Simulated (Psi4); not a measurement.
**Single-point calculation, with input and output: CuCl2 (charge −1)**

CuCl2, charge −1, SMILES [Cl][Cu-][Cl], computed with MP2/def2-SVPD, RHF, ZORA (Psi4 1.11).

The geometry comes from this level: GFN2-xTB.

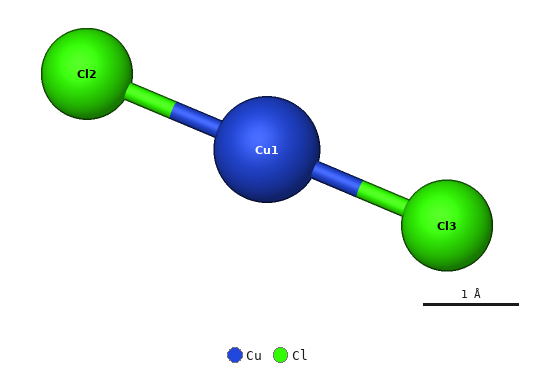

Figure 1. The input geometry (ball-and-stick view, seen at an oblique angle; atoms are numbered from 1 in the order of the input). Sticks mark near contacts.

### The input (cl2cu.dat)
```
memory 1600 mb

molecule mol {
  -1 1
  Cu     0.002530     0.001450     0.000550
  Cl    -0.016800    -0.020410     2.083530
  Cl     0.014270     0.018960    -2.084090
}

set scf_type pk
set freeze_core true
set mp2_type df
set relativistic zora

e_tot = energy("mp2/def2-SVPD")
```

Run on 1 thread of Intel Xeon (Granite Rapids), 192 GiB of memory available, shared host.

Run as:
```bash
psi4 -i cl2cu.dat -o cl2cu.out -n 1
```

### Output
```
Psi4 1.11 release

Relativistic analytic gradients are not implemented yet, re-routing to finite differences.

   => Loading Basis Set <=

    Name: DEF2-SVPD
    Role: ORBITAL
    Keyword: BASIS

         ---------------------------------------------------------
                                   SCF
                              RHF Reference
                        1 Threads,   1525 MiB Core
         ---------------------------------------------------------

  ==> Geometry <==

    Molecular point group: cs
    Full point group: Cs

    Geometry (in Angstrom), charge = -1, multiplicity = 1:

       Center              X                  Y                   Z               Mass
    ------------   -----------------  -----------------  -----------------  -----------------
         CU          -0.002302399413     0.000436893626     0.000000000000    62.929597720000
         CL           0.025346237663     2.083437791794     0.000000000000    34.968852682000
         CL          -0.021202862695    -2.084224021196     0.000000000000    34.968852682000

  Running in cs symmetry.

  Rotational constants: A =  26490.41296  B =      0.05550  C =      0.05550 [cm^-1]
  Rotational constants: A = 794162601.41175  B =   1663.89787  C =   1663.89439 [MHz]
  Nuclear repulsion =  287.065732134650261

  Charge       = -1
  Multiplicity = 1
  Electrons    = 64
  Nalpha       = 32
  Nbeta        = 32

  ==> Algorithm <==

  SCF Algorithm Type is PK.
  DIIS enabled.
  MOM disabled.
  Fractional occupation disabled.
  Guess Type is SAD.
  Energy threshold   = 1.00e-08
  Density threshold  = 1.00e-08
  Integral threshold = 1.00e-12

  ==> Primary Basis <==

  Basis Set: DEF2-SVPD
    Blend: DEF2-SVPD
    Number of shells: 34
    Number of basis functions: 88
    Number of Cartesian functions: 97
    Spherical Harmonics?: true
    Max angular momentum: 3

  ==> Integral Setup <==

  Using in-core PK algorithm.
   Calculation information:
      Number of atoms:                   3
      Number of AO shells:              34
      Number of primitives:             72
      Number of atomic orbitals:        97
      Number of basis functions:        88

      Integral cutoff                 1.00e-12
      Number of threads:                 1

  Performing in-core PK
  Using 15338972 doubles for integral storage.
  We computed 151011 shell quartets total.
  Whereas there are 177310 unique shell quartets.

  ==> DiskJK: Disk-Based J/K Matrices <==

    J tasked:                  Yes
    K tasked:                  Yes
    wK tasked:                  No
    Memory [MiB]:             1144
    Schwarz Cutoff:          1E-12

 OEINTS: Using relativistic (ZORA) kinetic integrals.

        ____  ____  ___  ___
       /_  / / __ \/ _ \/ _ |
        / /_/ /_/ / , _/ __ |
       /___/\____/_/|_/_/ |_|
      ========================

  ==> ZORA Details <==
    Total number of grid points: 706376
    Total number of batches: 5122
    Using 1 thread(s)

  Minimum eigenvalue in the overlap matrix is 2.8555162706E-03.
  Reciprocal condition number of the overlap matrix is 6.3139900120E-04.
    Using symmetric orthogonalization.

  ==> Pre-Iterations <==

  SCF Guess: Superposition of Atomic Densities via on-the-fly atomic UHF (no occupation information).

   -------------------------
    Irrep   Nso     Nmo
   -------------------------
     A'        61      61
     A"        27      27
   -------------------------
    Total      88      88
   -------------------------

  ==> Iterations <==

                        Total Energy        Delta E     RMS |[F,P]|

   @RHF iter SAD: -2579.03713865178361   -2.57904e+03   0.00000e+00
    Occupation by irrep:
             Ap   App
    DOCC [    25,    7 ]
    NA   [    25,    7 ]
    NB   [    25,    7 ]

   @RHF iter   1: -2580.27249116672419   -1.23535e+00   3.19046e-02 ADIIS/DIIS
    Occupation by irrep:
             Ap   App
    DOCC [    24,    8 ]
    NA   [    24,    8 ]
    NB   [    24,    8 ]

   @RHF iter   2: -2544.32100139080194    3.59515e+01   6.96975e-02 ADIIS/DIIS
   @RHF iter   3: -2582.31722826570422   -3.79962e+01   4.33349e-03 ADIIS/DIIS
   @RHF iter   4: -2582.37668018224076   -5.94519e-02   2.83089e-03 ADIIS/DIIS
   @RHF iter   5: -2582.38964730522548   -1.29671e-02   3.15945e-04 ADIIS/DIIS
   @RHF iter   6: -2582.39021559530192   -5.68290e-04   1.80410e-04 ADIIS/DIIS
   @RHF iter   7: -2582.39036424068945   -1.48645e-04   6.99871e-05 DIIS
   @RHF iter   8: -2582.39039363075563   -2.93901e-05   4.18497e-05 DIIS
   @RHF iter   9: -2582.39039944312071   -5.81237e-06   1.19165e-05 DIIS
   @RHF iter  10: -2582.39039991927757   -4.76157e-07   1.70494e-06 DIIS
   @RHF iter  11: -2582.39039992663675   -7.35918e-09   1.80900e-07 DIIS
   @RHF iter  12: -2582.39039992685275   -2.16005e-10   8.09134e-08 DIIS
   @RHF iter  13: -2582.39039992686503   -1.22782e-11   6.00122e-09 DIIS
  Energy and wave function converged.

  ==> Post-Iterations <==

    Orbital Energies [Eh]
    ---------------------

    Doubly Occupied:

       1Ap  -336.106224     2Ap  -105.382931     3Ap  -105.382850
       4Ap   -41.664249     1App  -35.904495     5Ap   -35.904495
       6Ap   -35.902676     7Ap   -10.413190     8Ap   -10.413104
       9Ap    -7.825984    10Ap    -7.825896     2App   -7.824734
      11Ap    -7.824734     3App   -7.824651    12Ap    -7.824651
      13Ap    -4.989558    14Ap    -3.225217    15Ap    -3.216314
       4App   -3.216314    16Ap    -0.855939    17Ap    -0.846754
      18Ap    -0.362295    19Ap    -0.356696     5App   -0.356696
      20Ap    -0.326611     6App   -0.326611    21Ap    -0.268420
      22Ap    -0.253698     7App   -0.253698    23Ap    -0.224148
       8App   -0.220967    24Ap    -0.220967

    Virtual:

      25Ap     0.182826    26Ap     0.209887    27Ap     0.239428
       9App    0.239429    28Ap     0.285388    29Ap     0.330313
      10App    0.330315    30Ap     0.339460    31Ap     0.347616
      11App    0.347616    32Ap     0.381651    33Ap     0.463639
      34Ap     0.473944    12App    0.474008    35Ap     0.474217
      13App    0.503543    36Ap     0.503543    14App    0.518647
      37Ap     0.518647    38Ap     0.565760    15App    0.565761
      39Ap     0.630128    40Ap     0.667945    16App    0.754779
      41Ap     0.754779    42Ap     0.890342    43Ap     1.239174
      44Ap     1.358327    17App    1.380445    45Ap     1.380449
      46Ap     1.385934    47Ap     1.422472    18App    1.422472
      19App    1.435273    48Ap     1.435273    49Ap     1.464909
      20App    1.464910    50Ap     1.469447    21App    1.469450
      51Ap     1.501140    52Ap     1.523554    22App    1.523554
      53Ap     1.551547    23App    1.551547    54Ap     1.733491
      55Ap     1.826888    24App    1.826889    56Ap     2.053622
      57Ap     2.345867    58Ap     6.511356    25App    6.511356
      26App    6.515194    59Ap     6.515194    60Ap     6.515459
      27App    6.515459    61Ap     6.556254

    Final Occupation by Irrep:
             Ap   App
    DOCC [    24,    8 ]
    NA   [    24,    8 ]
    NB   [    24,    8 ]

  @RHF Final Energy: -2582.39039992686503

   => Energetics <=

    Nuclear Repulsion Energy =            287.0657321346502613
    One-Electron Energy =               -4171.8207442396605984
    Two-Electron Energy =                1302.3646121781457623
    Total Energy =                      -2582.3903999268645748

Computation Completed

Properties will be evaluated at   0.000000,   0.000000,   0.000000 [a0]

Properties computed using the SCF density matrix

 Multipole Moments:

 ------------------------------------------------------------------------------------
     Multipole            Electronic (a.u.)      Nuclear  (a.u.)        Total (a.u.)
 ------------------------------------------------------------------------------------

 L = 1.  Multiply by 2.5417464519 to convert [e a0] to [Debye]
 Dipole X            :         -0.0132203            0.0069311           -0.0062892
 Dipole Y            :          0.0034831           -0.0013152            0.0021679
 Dipole Z            :          0.0000000            0.0000000            0.0000000
 Magnitude           :                                                    0.0066523

 ------------------------------------------------------------------------------------

	total time  =          5 seconds =       0.08 minutes

  //>>>>>>>>>>>>>>>>>>>>>>>>>>>>>>>>>>>//
  //               DFMP2               //
  //<<<<<<<<<<<<<<<<<<<<<<<<<<<<<<<<<<<//

   => Loading Basis Set <=

    Name: (DEF2-SVPD AUX)
    Role: RIFIT
    Keyword: DF_BASIS_MP2

	 --------------------------------------------------------
	                          DF-MP2
	      2nd-Order Density-Fitted Moller-Plesset Theory
	              RMP2 Wavefunction,   1 Threads

	 --------------------------------------------------------

   => Auxiliary Basis Set <=

  Basis Set: (DEF2-SVPD AUX)
    Blend: DEF2-SVPD-RI
    Number of shells: 84
    Number of basis functions: 308
    Number of Cartesian functions: 395
    Spherical Harmonics?: true
    Max angular momentum: 5

	 --------------------------------------------------------
	                 NBF =    88, NAUX =   308
	 --------------------------------------------------------
	   CLASS    FOCC     OCC    AOCC    AVIR     VIR    FVIR
	   PAIRS      19      32      13      56      56       0
	 --------------------------------------------------------

	-----------------------------------------------------------
	 ==================> DF-MP2 Energies <====================
	-----------------------------------------------------------
	 Reference Energy          =   -2582.3903999268650296 [Eh]
	 Singles Energy            =      -0.0000000000000000 [Eh]
	 Same-Spin Energy          =      -0.2091841752443845 [Eh]
	 Opposite-Spin Energy      =      -0.4234775431662052 [Eh]
	 Correlation Energy        =      -0.6326617184105897 [Eh]
	 Total Energy              =   -2583.0230616452754475 [Eh]
	-----------------------------------------------------------
	 ================> DF-SCS-MP2 Energies <==================
	-----------------------------------------------------------
	 SCS Same-Spin Scale       =       0.3333333333333333 [-]
	 SCS Opposite-Spin Scale   =       1.2000000000000000 [-]
	 SCS Same-Spin Energy      =      -0.0697280584147948 [Eh]
	 SCS Opposite-Spin Energy  =      -0.5081730517994462 [Eh]
	 SCS Correlation Energy    =      -0.5779011102142410 [Eh]
	 SCS Total Energy          =   -2582.9683010370790726 [Eh]
	-----------------------------------------------------------

	total time  =          1 seconds =       0.02 minutes

    Psi4 run time: 0:00:05.36
```

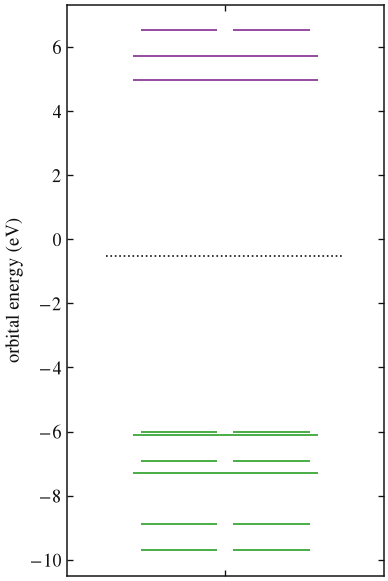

Figure 2. Orbital energies near the frontier (SCF reference); the dotted line parts filled from empty levels, and levels within 0.02 eV of each other stand side by side. Highest filled −6.01 eV, lowest empty 4.97 eV, 10.98 eV apart.

### Summary

- outcome: converged
- total energy: −2583.023062 hartree
- SCF energy: −2582.390400 hartree
- MP2 energy: −2583.023062 hartree
- correlation energy: −0.632662 hartree
- basis functions: 88
- HOMO of the SCF reference: −6.01 eV
- LUMO of the SCF reference: 4.97 eV
- wall time: 6.3 s
- peak memory: 0.42 GiB
